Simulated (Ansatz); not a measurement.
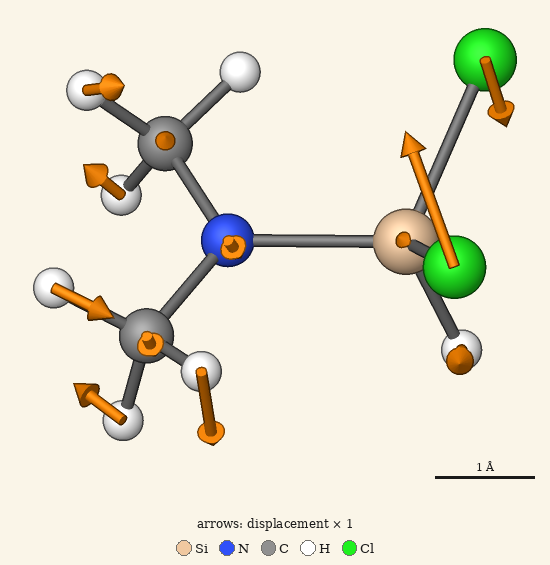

This is a relaxation of C$_{2}$H$_{7}$Cl$_{2}$NSi. The starting structure is drawn; orange arrows show the displacements, at their true length. The two geometries are superimposed by the best rigid fit.

The picture is a ball-and-stick view, seen from a free direction.

The run prepares the start of a later molecular dynamics calculation, from a guessed geometry.

The calculation used RKS r2SCAN-D4/STO-3G in Ansatz 0.2.0. (no spin polarisation; force threshold 0.02 eV/Å; at most 40 steps)

What did the optimiser do to the structure, and how much energy did it gain?

The atom that moves furthest after the best rigid fit is a Cl atom (1.48 Å). By element the largest moves are Cl 1.48 Å, H 1.28 Å, C 0.42 Å, N 0.40 Å, Si 0.16 Å. Near-neighbour distances that change, for instance: N–Si 1.820 → 1.737 Å, Cl–Si 2.130 → 2.100 Å, C–N 1.470 → 1.498 Å, H–Si 1.459 → 1.449 Å. Bond angles that change, for instance: C–N–C 120.0° → 111.2°, N–Si–Cl 109.5° → 114.7°, Si–N–C 120.0° → 115.8°. The energy falls by 45.6 kJ/mol in 19 accepted moves (20 points after the start). Largest force component: 3.8 eV/Å at the start, 0.0078 eV/Å at the end. The line search rejected the trial step at point 15 of the run. Cost: 51 s on 1 thread of AMD EPYC 9R45 96-Core Processor (Zen 5), with other jobs on the host, peak memory 0.2 GiB.

Limits of the set-up: STO-3G is a minimal basis, so the numbers are rough.
